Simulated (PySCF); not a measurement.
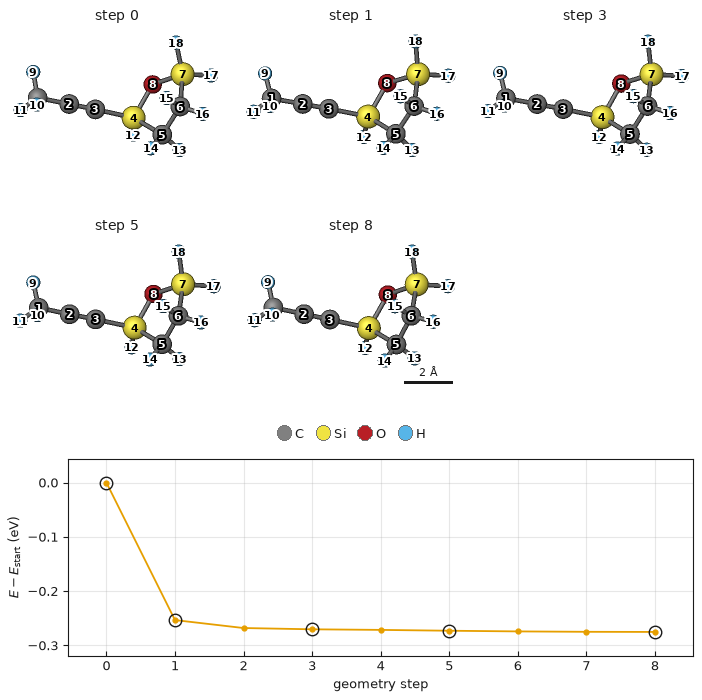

Frames of a relaxation of C5H10OSi2, marked on the history of the run. Style: ball-and-stick. Shown face on.

The start comes from GFN2-xTB. Its atoms were then displaced at random by about 0.01 Å.

These are results of PySCF 2.14.0, density-fitted response routines, PBE0-D3(BJ)/def2-SVP geometry optimisation, gas phase, not measurements. 

What happens along the run?

Over 8 geometry steps the energy falls by 0.275 eV. H15 moves most after the best rigid fit: 0.27 Å. By element the largest moves are H 0.27 Å, O 0.14 Å, C 0.13 Å, Si 0.08 Å. Some distances before and after: Si7–O8 1.633 → 1.681 Å, Si4–C5 1.939 → 1.892 Å, C1–H11 1.060 → 1.101 Å, C5–H14 1.066 → 1.102 Å. Among the angles between lasting bonds that change: C3–Si4–H12 114.8° → 109.4°, Si4–O8–Si7 120.3° → 115.1°, O8–Si4–H12 104.9° → 110.0°. The run took 3.4 min on 1 thread of Arm Neoverse N1 (shared host). From step 0 to 1: H18 moves most (0.24 Å), energy −0.253 eV. From step 1 to 3: H18 moves most (0.07 Å), energy −0.017 eV. From step 3 to 5: H15 moves most (0.09 Å), energy −0.003 eV. From step 5 to 8: H15 moves most (0.10 Å), energy −0.002 eV.
